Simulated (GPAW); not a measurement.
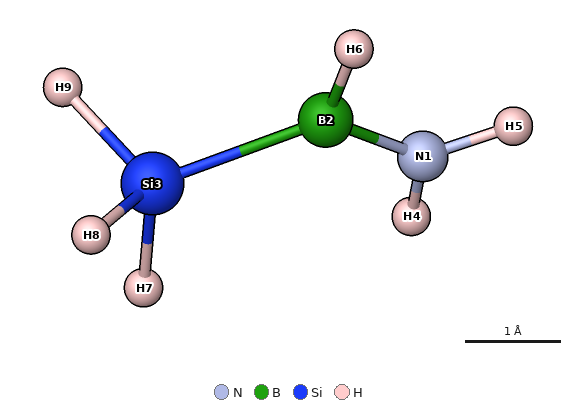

The structure as given in the input (ball-and-stick view, seen at a tilt; atoms are numbered from 1 in the order of the input).

# Property calculation, with input and output: BSiNH₆

- system: BSiNH₆
- method: PBE/plane waves, scalar-relativistic datasets (GPAW 26.7.0)

The geometry comes from this level: GFN2-xTB.

Output
```
__  _  _
 | _ |_)|_||  |
 |__||  | ||/\| - 26.7.0

units:  Angstrom and eV
cores:  1
OpenMP: False

Versions:
  Python: 3.12.14
  ASE:    3.29.0
  Numpy:  2.5.5
  Scipy:  1.18.1
  Libxc:  7.0.0

        _gpaw.cpython-312-x86_64-linux-gnu.so

Input parameters:
  mode=PW(ecut=450.00000000000006),
  maxiter=100,
  xc=XC(name='PBE')

Diagonalizing LCAO Hamiltonian
Converting LCAO to pw mode
         .-----------------------------.
        /|                             |
       / |                             |
      /  |                             |
     /   |                             |
    /    |                             |
   /     |                             |
  /      |                             |
 *       |                             |
 |       |                             |
 |       |         H                   |
 |       |           H                 |
 |       |          Si H               |
 |       |       NH                    |
 |       |      H                      |
 |       |                             |
 |       .-----------------------------.
 |      /                             /
 |     /                             /
 |    /                             /
 |   /                             /
 |  /                             /
 | /                             /
 |/                             /
 *-----------------------------*

Atoms  # Å, Bohr magnetons
|   | symbol |        x |        y |        z |    initial magnetic moments |
|---|--------|----------|----------|----------|-----------------------------|
| 0 |      N | 4.865210 | 7.319280 | 4.990940 | ( 0.0000,  0.0000,  0.0000) |
| 1 |      B | 5.739580 | 7.378770 | 6.057940 | ( 0.0000,  0.0000,  0.0000) |
| 2 |     Si | 6.338970 | 5.737880 | 6.948670 | ( 0.0000,  0.0000,  0.0000) |
| 3 |      H | 4.500000 | 6.460120 | 4.610880 | ( 0.0000,  0.0000,  0.0000) |
| 4 |      H | 4.513960 | 8.127310 | 4.500000 | ( 0.0000,  0.0000,  0.0000) |
| 5 |      H | 6.078210 | 8.458930 | 6.388000 | ( 0.0000,  0.0000,  0.0000) |
| 6 |      H | 5.980760 | 4.500000 | 6.226270 | ( 0.0000,  0.0000,  0.0000) |
| 7 |      H | 7.795060 | 5.634910 | 7.143230 | ( 0.0000,  0.0000,  0.0000) |
| 8 |      H | 5.771760 | 5.540160 | 8.294420 | ( 0.0000,  0.0000,  0.0000) |

Unit cell  # Å
| periodic |         x |         y |         z |   lengths |    angles |
|----------|-----------|-----------|-----------|-----------|-----------|
|       no | 12.295060 |  0.000000 |  0.000000 | 12.295060 | 90.000000 |
|       no |  0.000000 | 12.958930 |  0.000000 | 12.958930 | 90.000000 |
|       no |  0.000000 |  0.000000 | 12.794420 | 12.794420 | 90.000000 |

Number of symmetries: 1
Symmetry operations  # r_c * U_cc + t_c -> r_c
|   | kind |            matrix            |
|---|------|------------------------------|
| 0 |  E   |  1, 0, 0,  0, 1, 0,  0, 0, 1 |

BZ-sampling:
  Number of BZ points: 1
  Number of IBZ points: 1

  Monkhorst-Pack size: [1, 1, 1]
  Monkhorst-Pack shift: [0, 0, 0]

K-points  # in reciprocal-cell coordinates
|   |                                coordinates |     weight |
|---|--------------------------------------------|------------|
| 0 | (  0.00000000,   0.00000000,   0.00000000) | 1.00000000 |

Plane wave coefficients: 22074
Cutoff: 450.00000000000006 eV

Spin-components: 1 (collinear spins)
Bands:           15
Projectors:      33
Spin-degeneracy: 2
Datatype:        float64

  Storage: CPU
  Wave functions: 5_297_760 bytes (5_297_760 per core)
  Projectors: 12_714_624 bytes (12_714_624 per core)

Parallelization:
  kpt:    1
  domain: 1
  band:   1

Density:
  Valence electrons: 18.0
  Components: 1
  Grid points: [63 64 63]
  Charge: 0.0  # |e|

Potential:
  Grid points: [63 64 63]

species:
  N:
    name:    Nitrogen
    Z:       7.0
    valence: 5
    core:    2
    charge:  0.0  # [|e|]
    file:    N.PBE.gz
    compensation charges:
      type: gauss
      rc: 0.18  # [Å]
      lmax: 2
    cutoffs:
      filter: 1.11  # [Å]
      core: 0.96  # [Å]
    projectors
    | kind |    occ | energy [eV] | rcut [Å] |
    |------|--------|-------------|----------|
    |   2s |  2.000 |     -18.583 |    0.603 |
    |   2p |  3.000 |      -7.089 |    0.529 |
    |    s |        |       8.629 |    0.603 |
    |    p |        |      20.123 |    0.529 |
    |    d |        |       0.000 |    0.577 |

    Using partial waves for N as LCAO basis

  B:
    name:    Boron
    Z:       5.0
    valence: 3
    core:    2
    charge:  0.0  # [|e|]
    file:    B.PBE.gz
    compensation charges:
      type: gauss
      rc: 0.20  # [Å]
      lmax: 2
    cutoffs:
      filter: 1.14  # [Å]
      core: 1.38  # [Å]
    projectors
    | kind |    occ | energy [eV] | rcut [Å] |
    |------|--------|-------------|----------|
    |   2s |  2.000 |      -9.443 |    0.635 |
    |   2p |  1.000 |      -3.606 |    0.635 |
    |    s |        |      17.768 |    0.635 |
    |    p |        |      23.605 |    0.635 |
    |    d |        |       0.000 |    0.635 |

    Using partial waves for B as LCAO basis

  Si:
    name:    Silicon
    Z:       14.0
    valence: 4
    core:    10
    charge:  0.0  # [|e|]
    file:    Si.PBE.gz
    compensation charges:
      type: gauss
      rc: 0.33  # [Å]
      lmax: 2
    cutoffs:
      filter: 1.86  # [Å]
      core: 2.06  # [Å]
    projectors
    | kind |    occ | energy [eV] | rcut [Å] |
    |------|--------|-------------|----------|
    |   3s |  2.000 |     -10.812 |    1.058 |
    |   3p |  2.000 |      -4.081 |    1.058 |
    |    s |        |      16.399 |    1.058 |
    |    p |        |      23.130 |    1.058 |
    |    d |        |       0.000 |    1.058 |

    Using partial waves for Si as LCAO basis

  H:
    name:    Hydrogen
    Z:       1.0
    valence: 1
    core:    0
    charge:  0.0  # [|e|]
    file:    H.PBE.gz
    compensation charges:
      type: gauss
      rc: 0.15  # [Å]
      lmax: 2
    cutoffs:
      filter: 0.85  # [Å]
      core: 0.53  # [Å]
    projectors
    | kind |    occ | energy [eV] | rcut [Å] |
    |------|--------|-------------|----------|
    |   1s |  1.000 |      -6.494 |    0.476 |
    |    s |        |      20.717 |    0.476 |
    |    p |        |       0.000 |    0.476 |

    Using partial waves for H as LCAO basis

Reference energy: -10112.496295  # eV

eigensolver:
  PPCG
  Converge bands: occupied
  niter=2

density mixing:
  MSR1-Mixer
  Pratt-step length: 0.05
  Maximum mixing coefficient: 0.75
  Old densities: 10
  SVD Regularization: 0.005
  Good broyden scale: 1.0
  Trust region scale: 1.0
  Backstep threshold: 4.0
  History deletion threshold: 6.0
  Fourier metric: weight=20.0, sigma=0.015

occupation numbers:
  # Zero width

poisson solver:
  ecut: 3600.0000000000005  # eV

xc functional:
  name: PBE with 2 nearest neighbor stencil

Initialization done in: 3.143 s

convergence criteria:
- Maximum [total energy] change in last 3 cyles: 0.0005 eV / valence electron
- Maximum integral of absolute [dens]ity change: 0.0001 electrons / valence electron
- Maximum integral of absolute [eigenst]ate change: 4e-08 eV^2 / valence electron
maximum number of iterations: 100

SCF iterations
|iter     |     time |      energy | eigst |  dens |
|---------|----------|-------------|-------|-------|
|iter:   1| 00:00:04 |  -44.546443 | +0.59 |       |
|iter:   2| 00:00:06 |  -43.948567 | -1.11 | -0.54 |
|iter:   3| 00:00:07 |  -40.725981 | -0.48 | -0.57 |
|iter:   4| 00:00:09 |  -40.637965 | -1.58 | -1.22 |
|iter:   5| 00:00:11 |  -40.627387 | -2.43 | -1.68 |
|iter:   6| 00:00:12 |  -40.626824 | -3.45 | -1.98 |
|iter:   7| 00:00:14 |  -40.627029c| -4.64 | -2.48 |
|iter:   8| 00:00:16 |  -40.627057c| -5.84 | -3.00 |
|iter:   9| 00:00:17 |  -40.627057c| -6.90 | -3.71 |
|iter:  10| 00:00:19 |  -40.627057c| -8.14c| -4.29c|

Converged in 10 steps
SCF loop duration: 15.329 s (1.533 s/step)
Energy contributions relative to reference atoms: (reference = -10112.496295)

Energy contributions:
  Kinetic:          43.985986
  Coulomb:         -46.132956
  Zero:             -0.090573
  External:          0.000000
  Xc:              -38.389514
  Entropy:           0.000000
  Spinorbit:         0.000000
  ----------------------------
  Free energy:     -40.627057
  Extrapolated:    -40.627057

dipole moment: (-0.326826, 0.177096, -0.415037)  # |e|*Ang

Fermi level: -4.053
Eigenvalues  # (at kpt = [0.000, 0.000, 0.000])
| band index |      eig [eV] | occ [0-2] |
|------------|---------------|-----------|
|          0 |       -22.032 |     2.000 |
|          1 |       -13.504 |     2.000 |
|          2 |       -12.816 |     2.000 |
|          3 |       -12.095 |     2.000 |
|          4 |        -9.146 |     2.000 |
|          5 |        -7.966 |     2.000 |
|          6 |        -7.650 |     2.000 |
|          7 |        -7.303 |     2.000 |
|          8 |        -6.673 |     2.000 |
|          9 |        -1.433 |     0.000 |
|         10 |        -0.663 |     0.000 |
|         11 |         0.063 |     0.000 |
|         12 |         0.335 |     0.000 |
|         13 |         0.514 |     0.000 |
|         14 |         0.682 |     0.000 |

Gap: 5.240 eV
Transition (v -> c):
  (s=0, k=0, n=8, [0.00, 0.00, 0.00]) -> (s=0, k=0, n=9, [0.00, 0.00, 0.00])
No difference between direct/indirect transitions
vacuum-level: 0.221  # V
Energy: -40.62706 eV

Forces  # eV/Ang
|        x |        y |        z |
|----------|----------|----------|
|  0.01600 | -0.13057 |  0.08875 |  # N    0
| -0.08367 |  0.28917 | -0.09689 |  # B    1
|  0.19598 | -0.56936 |  0.21930 |  # Si   2
| -0.21974 | -0.61123 | -0.24037 |  # H    3
| -0.18391 |  0.58068 | -0.26726 |  # H    4
|  0.22373 |  0.53353 |  0.24148 |  # H    5
| -0.21569 | -0.36085 | -0.37260 |  # H    6
|  0.56098 |  0.12178 |  0.02633 |  # H    7
| -0.26786 |  0.09450 |  0.50876 |  # H    8

Force computation time: 1.072  # s
Forces (eV/Ang)
N     0.0160   -0.1306    0.0887
B    -0.0837    0.2892   -0.0969
Si    0.1960   -0.5694    0.2193
H    -0.2197   -0.6112   -0.2404
H    -0.1839    0.5807   -0.2673
H     0.2237    0.5335    0.2415
H    -0.2157   -0.3608   -0.3726
H     0.5610    0.1218    0.0263
H    -0.2679    0.0945    0.5088
Dipole = 2.676 D
HOMO = -6.673 eV
LUMO = -1.433 eV
Gap: 5.240 eV
```

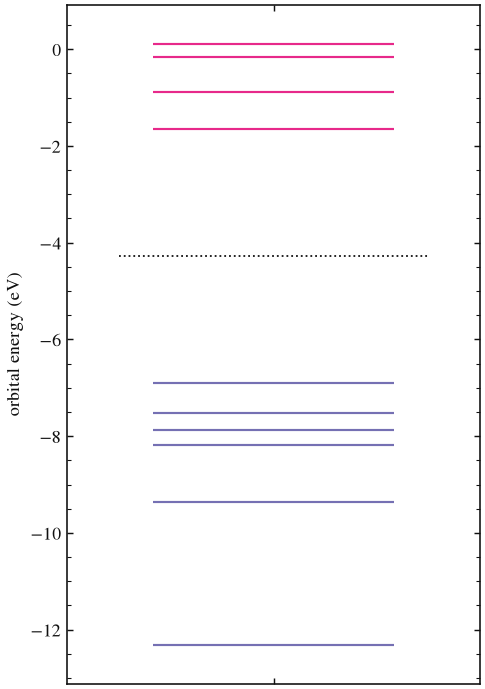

Orbital energies near the frontier; the dotted line parts filled from empty levels, and levels within 0.02 eV of each other stand side by side. Highest filled −6.89 eV, lowest empty −1.65 eV, 5.24 eV apart.

The run was set up as follows.

Input file (calc.py)
```python
import numpy as np
from ase import Atoms
from ase.units import Debye
from gpaw import GPAW, PW

mol = Atoms(['N', 'B', 'Si', 'H', 'H', 'H', 'H', 'H', 'H'],
    positions=[[ -0.866290,   0.746240,  -1.137990],
               [  0.008080,   0.805730,  -0.070990],
               [  0.607470,  -0.835160,   0.819740],
               [ -1.231500,  -0.112920,  -1.518050],
               [ -1.217540,   1.554270,  -1.628930],
               [  0.346710,   1.885890,   0.259070],
               [  0.249260,  -2.073040,   0.097340],
               [  2.063560,  -0.938130,   1.014300],
               [  0.040260,  -1.032880,   2.165490]])
mol.center(vacuum=4.5)

gpaw_calc = GPAW(mode=PW(450), xc='PBE', maxiter=100, txt='-')
mol.calc = gpaw_calc

energy = mol.get_potential_energy()
print(f'Energy: {energy:.5f} eV')
forces = mol.get_forces()
print('Forces (eV/Ang)')
for symbol, f in zip(mol.symbols, forces):
    print(f'{symbol:2} {f[0]:9.4f} {f[1]:9.4f} {f[2]:9.4f}')
dipole = mol.get_dipole_moment() / Debye
print(f'Dipole = {np.linalg.norm(dipole):.3f} D')
homo, lumo = gpaw_calc.get_homo_lumo()
print(f'HOMO = {homo:.3f} eV')
print(f'LUMO = {lumo:.3f} eV')
print(f'Gap: {lumo - homo:.3f} eV')
```

Launch command:
```bash
python calc.py > calc.log
```

Results in brief

```json
{"quantity": "outcome", "value": "converged"}
{"quantity": "energy relative to the program's reference atoms", "value": "−40.6271 eV"}
{"quantity": "largest force", "value": "0.693 eV/Å"}
{"quantity": "HOMO", "value": "−6.89 eV"}
{"quantity": "LUMO", "value": "−1.65 eV"}
{"quantity": "dipole moment", "value": "2.68 D"}
{"quantity": "hardware", "value": "1 thread of Intel Xeon @ 2.60GHz (Ice Lake), 24 GiB of memory available, shared host"}
{"quantity": "wall time", "value": "21 s"}
{"quantity": "peak memory", "value": "0.57 GiB"}
```
